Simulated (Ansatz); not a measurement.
Geometry relaxation, with input and output: CH$_{5}$NO$_{2}$Si (part 1 of 2)

System: CH$_{5}$NO$_{2}$Si.
Method: RKS PBE0-D4/6-31G* (Ansatz 0.2.0).

It belongs to a series of runs on one base structure; here: end point B relaxed. Figures and captions count atoms from 1; the log counts them from 0 in places.

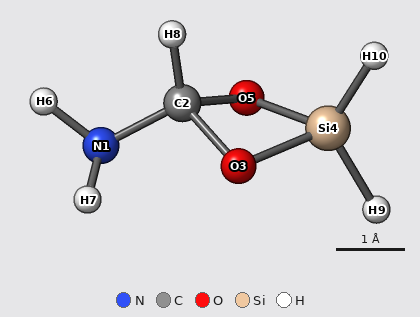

The input geometry (ball-and-stick view, seen at a tilt; atoms are numbered from 1 in the order of the input). Bond lengths as drawn: C–H 1.15 Å, C–N 1.40 Å, C–O 1.44 to 1.46 Å, H–N 1.01 to 1.09 Å, H–Si 1.40 to 1.51 Å and O–Si 1.64 to 1.65 Å.

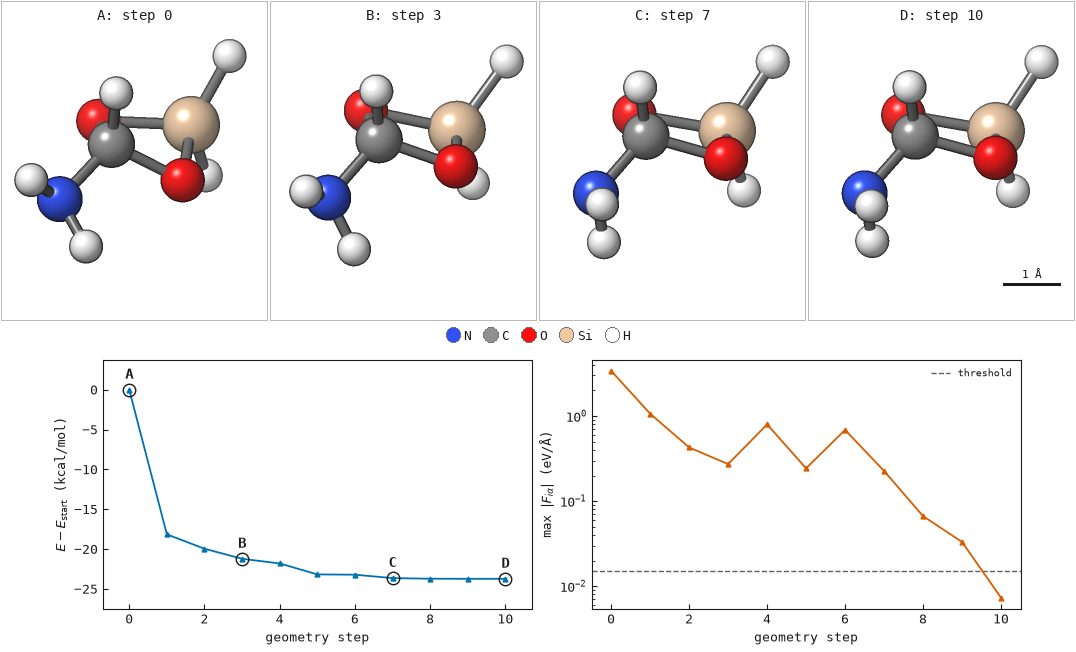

Frames of the relaxation (ball-and-stick view, seen at an oblique angle) above the curves, on which the letters mark them (the first geometry is step 0 here and step 1 in the log).

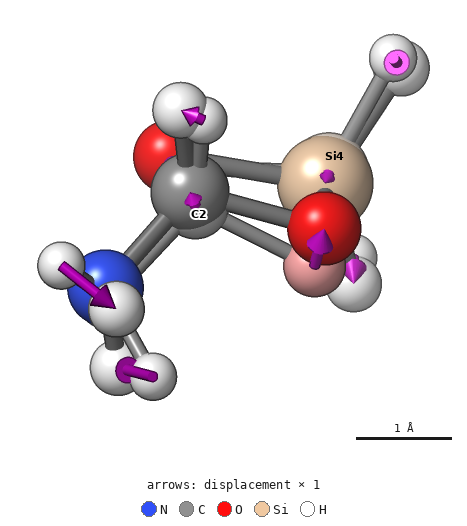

Start (faint) and end (solid) with the displacements as pink arrows, at true length (ball-and-stick view, seen at an oblique angle). The two geometries are laid on each other by the best rigid fit. Over 10 geometry steps the energy falls by 23.7 kcal/mol. Largest force component: 3.4 eV/Å at the start, 0.0073 eV/Å at the end. H7 moves most after the best rigid fit: 0.90 Å. Largest moves by element: H 0.90 Å, O 0.56 Å, C 0.19 Å, Si 0.14 Å, N 0.13 Å. Among the contacts that change: Si4–H10 1.404 → 1.486 Å, N1–H6 1.090 → 1.014 Å, C2–H8 1.148 → 1.095 Å, C2–O5 1.462 → 1.426 Å. Among the angles that change: H9–Si4–H10 122.8° → 109.5°, O3–Si4–H9 107.3° → 116.5°, H6–N1–H7 101.3° → 109.4°. (Atoms are counted from 1 in the order of the input.)

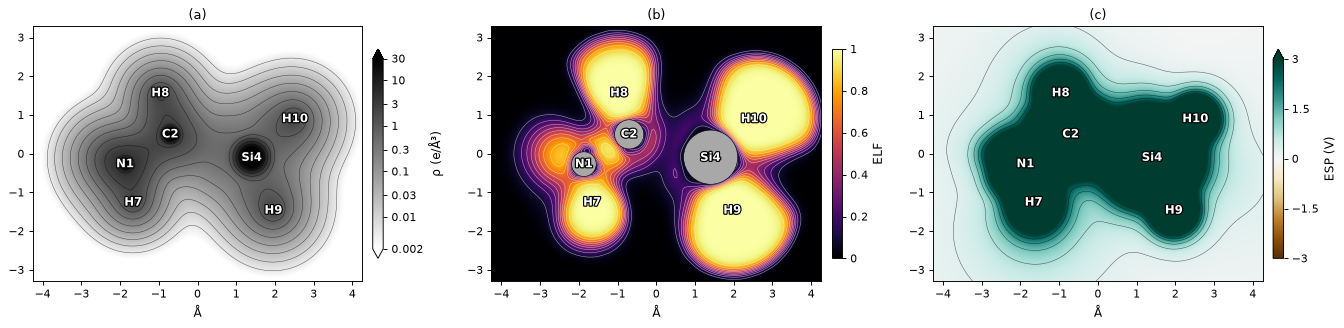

(a) total electron density; (b) ELF; (c) electrostatic potential on the plane of atoms H9, Si4 and H10. Grey discs, where drawn, cover atomic cores. Atoms in the plane: N, C, Si and H. N–H (1.02 Å): ρ at the midpoint is about 2.8 e/Å³, with its minimum of 2.2 e/Å³ about 0.7 Å from N; the ELF climbs to about 1 towards the hydrogen, as it does in any bond to H; a covalent bond by its length. The potential has no marked negative region in this plane.

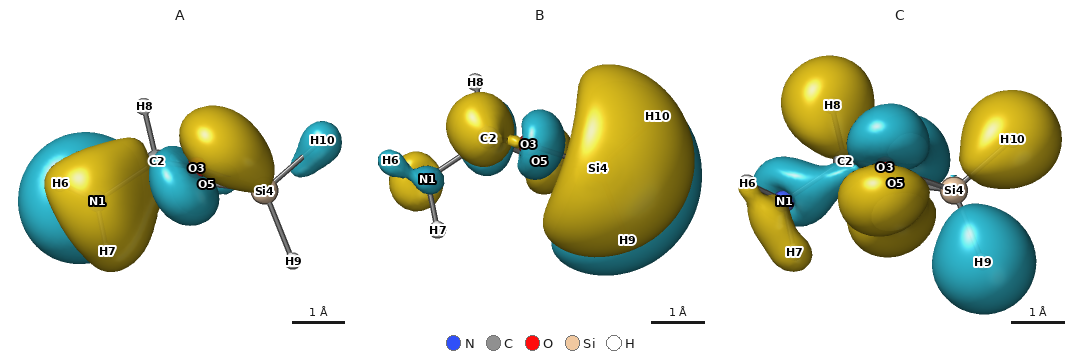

Three frontier orbitals at ±0.08 Å⁻³ᐟ² (yellow and cyan are the two phases). C is the HOMO−1 (−8.17 eV). By Hirshfeld shares it lies mainly on O5 (30 %), O3 (15 %), Si4 (15 %), H9 (10 %) and C2 (10 %). A is the HOMO (−7.57 eV). B is the LUMO (−0.10 eV). Its weight (Hirshfeld) is mainly on Si4 (65 %). The HOMO–LUMO gap is 7.47 eV between the orbital energies.

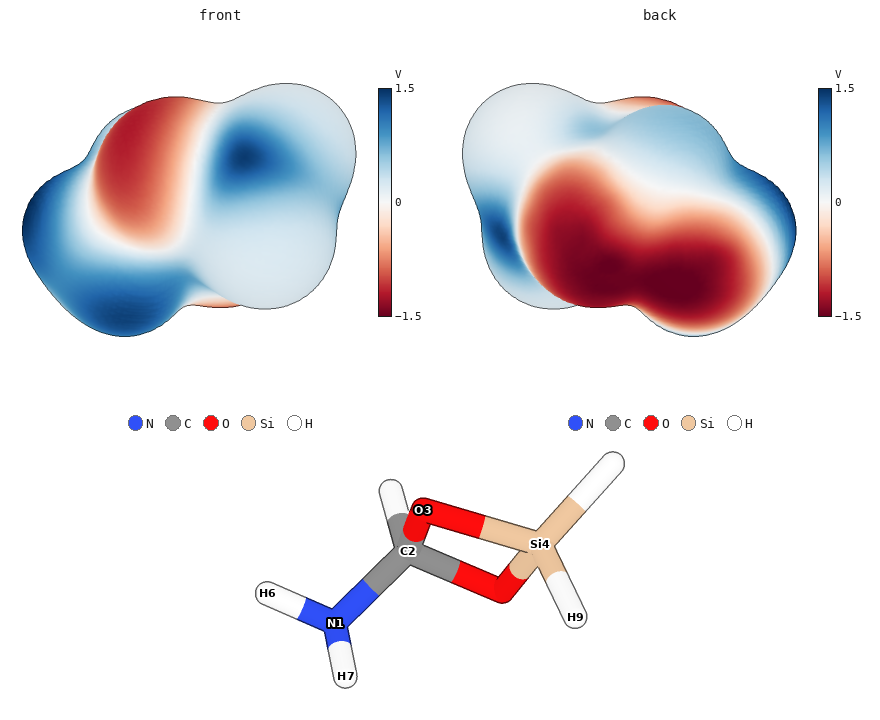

The electrostatic potential painted on the density surface at 0.001 e/bohr³, seen at a tilt and from behind; red is negative and blue positive. The bare structure is drawn below in the same view.

These pictures come from the run below.

## Input
```yaml
crystal:
  periodic: [false, false, false]
  atoms:
    - { symbol: "N", position_ang: [-0.5851, 1.0242, 1.3346] }
    - { symbol: C, position_ang: [0.3146, 0.4531, 0.4306] }
    - { symbol: O, position_ang: [0.2698, -0.9838, 0.5504] }
    - { symbol: Si, position_ang: [0.3812, -1.1203, -1.0787] }
    - { symbol: O, position_ang: [-0.1974, 0.4223, -0.9383] }
    - { symbol: H, position_ang: [-0.1106, 1.84577, 1.87194] }
    - { symbol: H, position_ang: [-0.80996, 0.39676, 2.09137] }
    - { symbol: H, position_ang: [1.3671, 0.9067, 0.49] }
    - { symbol: H, position_ang: [-0.7539, -2.0104, -1.5343] }
    - { symbol: H, position_ang: [1.6798, -1.215, -1.6041] }
basis:
  gaussian: { orbitals: "6-31G*" }
hamiltonian:
  xc: pbe0
  dispersion: d4
relax:
  f_tol: 0.015
  max_steps: 40
output:
  orbitals: {}
```

Run as:
```bash
ansatz run input.yaml --threads 1 --pin off --max-ram 2048MiB --backend cpu --events-out ev --progress --plain --runs-dir out
```

## What the program printed
```
The last accepted step is kept in [file] (removed where the run ends without a failure and the disk answers)
Engine: ansatz 0.2.0, aarch64-unknown-linux-gnu
Functional definition: PBE0
  parameter a = 0.25
  parameter kappa = 0.804
  parameter beta = 0.06672455060314922
  exchange = (1 - a)*pbe_x(kappa = kappa, mu = beta*pi^2/3) + a*exact_x
  correlation = pbe_c(beta = beta)
948 factors; integrals over basis functions are off by at most 4.3e-4 eV
mean field evaluation 1: about -14561.2220 eV, gradient 6.6e1 eV
mean field evaluation 2: about -14551.5441 eV, gradient 9.7e1 eV
mean field evaluation 4: about -14568.8727 eV, gradient 4.1e0 eV
mean field evaluation 8: about -14568.9310 eV, gradient 8.5e-2 eV
mean field evaluation 16: about -14568.9310 eV, gradient 6.1e-6 eV
mean field -14568.93099025 eV, -535.3983387154 hartree, gradient 6.1e-6 eV, S^2 0.000000; 0 other end points of the search recorded, 0 dependent functions left out
the calculation of the forces begins
reference -14568.93101495 eV, -535.3983396232 hartree; 24, 24 occupied and 65, 65 virtual orbitals, 948 factors
relax step   1: F+E_penalty+E_count = -14569.09727281 eV  Δ(F+E_penalty+E_count) = +0.000e0 eV  max|allowed force component| = 3.402e0 eV/Å  Δτ_max = 0.0000 Å  (26 SCF iters, accepted)
these checks for a lower state are left out or cut short: starts, cluster_reference, orbital_swaps, neighbouring_geometries, increment
948 factors; integrals over basis functions are off by at most 4.8e-4 eV
mean field -14569.71856341 eV, -535.4272814955 hartree, gradient 1.4e-5 eV, S^2 0.000000; 0 other end points of the search recorded, 0 dependent functions left out
the calculation of the forces begins
reference -14569.71858789 eV, -535.4272823950 hartree; 24, 24 occupied and 65, 65 virtual orbitals, 948 factors
relax step   2: F+E_penalty+E_count = -14569.88428503 eV  Δ(F+E_penalty+E_count) = -7.870e-1 eV  max|allowed force component| = 1.066e0 eV/Å  Δτ_max = 0.1935 Å  (29 SCF iters, accepted)
these checks for a lower state are left out or cut short: starts, cluster_reference, orbital_swaps, neighbouring_geometries, increment
948 factors; integrals over basis functions are off by at most 4.7e-4 eV
mean field -14569.79624058 eV, -535.4301360786 hartree, gradient 1.5e-5 eV, S^2 0.000000; 0 other end points of the search recorded, 0 dependent functions left out
the calculation of the forces begins
reference -14569.79626496 eV, -535.4301369746 hartree; 24, 24 occupied and 65, 65 virtual orbitals, 948 factors
relax step   3: F+E_penalty+E_count = -14569.96230632 eV  Δ(F+E_penalty+E_count) = -7.802e-2 eV  max|allowed force component| = 4.274e-1 eV/Å  Δτ_max = 0.1180 Å  (29 SCF iters, accepted)
these checks for a lower state are left out or cut short: starts, cluster_reference, orbital_swaps, neighbouring_geometries, increment
948 factors; integrals over basis functions are off by at most 4.5e-4 eV
mean field evaluation 32: about -14569.8249 eV, gradient 1.9e-1 eV
mean field -14569.85076089 eV, -535.4321396632 hartree, gradient 1.7e-5 eV, S^2 0.000000; 0 other end points of the search recorded, 0 dependent functions left out
the calculation of the forces begins
reference -14569.85078508 eV, -535.4321405521 hartree; 24, 24 occupied and 65, 65 virtual orbitals, 948 factors
relax step   4: F+E_penalty+E_count = -14570.01725119 eV  Δ(F+E_penalty+E_count) = -5.494e-2 eV  max|allowed force component| = 2.725e-1 eV/Å  Δτ_max = 0.2000 Å  (28 SCF iters, accepted)
these checks for a lower state are left out or cut short: starts, cluster_reference, orbital_swaps, neighbouring_geometries, increment
948 factors; integrals over basis functions are off by at most 4.6e-4 eV
mean field -14569.87577169 eV, -535.4330587929 hartree, gradient 2.5e-5 eV, S^2 0.000000; 0 other end points of the search recorded, 0 dependent functions left out
the calculation of the forces begins
reference -14569.87579576 eV, -535.4330596778 hartree; 24, 24 occupied and 65, 65 virtual orbitals, 948 factors
relax step   5: F+E_penalty+E_count = -14570.04242003 eV  Δ(F+E_penalty+E_count) = -2.517e-2 eV  max|allowed force component| = 7.983e-1 eV/Å  Δτ_max = 0.1964 Å  (27 SCF iters, accepted)
these checks for a lower state are left out or cut short: starts, cluster_reference, orbital_swaps, neighbouring_geometries, increment
948 factors; integrals over basis functions are off by at most 4.5e-4 eV
mean field -14569.93560172 eV, -535.4352575061 hartree, gradient 2.3e-5 eV, S^2 0.000000; 0 other end points of the search recorded, 0 dependent functions left out
the calculation of the forces begins
reference -14569.93562584 eV, -535.4352583925 hartree; 24, 24 occupied and 65, 65 virtual orbitals, 948 factors
relax step   6: F+E_penalty+E_count = -14570.10218061 eV  Δ(F+E_penalty+E_count) = -5.976e-2 eV  max|allowed force component| = 2.429e-1 eV/Å  Δτ_max = 0.2000 Å  (28 SCF iters, accepted)
these checks for a lower state are left out or cut short: starts, cluster_reference, orbital_swaps, neighbouring_geometries, increment
948 factors; integrals over basis functions are off by at most 4.6e-4 eV
mean field -14569.93668043 eV, -535.4352971480 hartree, gradient 6.4e-6 eV, S^2 0.000000; 0 other end points of the search recorded, 0 dependent functions left out
the calculation of the forces begins
reference -14569.93670446 eV, -535.4352980312 hartree; 24, 24 occupied and 65, 65 virtual orbitals, 948 factors
relax step   7: F+E_penalty+E_count = -14570.10369887 eV  Δ(F+E_penalty+E_count) = -1.518e-3 eV  max|allowed force component| = 6.873e-1 eV/Å  Δτ_max = 0.1999 Å  (28 SCF iters, accepted)
these checks for a lower state are left out or cut short: starts, cluster_reference, orbital_swaps, neighbouring_geometries, increment
948 factors; integrals over basis functions are off by at most 4.6e-4 eV
mean field evaluation 64: about -14569.9550 eV, gradient 6.9e-6 eV
mean field -14569.95503377 eV, -535.4359716209 hartree, gradient 7.0e-6 eV, S^2 0.000000; 0 other end points of the search recorded, 0 dependent functions left out
the calculation of the forces begins
reference -14569.95505785 eV, -535.4359725059 hartree; 24, 24 occupied and 65, 65 virtual orbitals, 948 factors
```
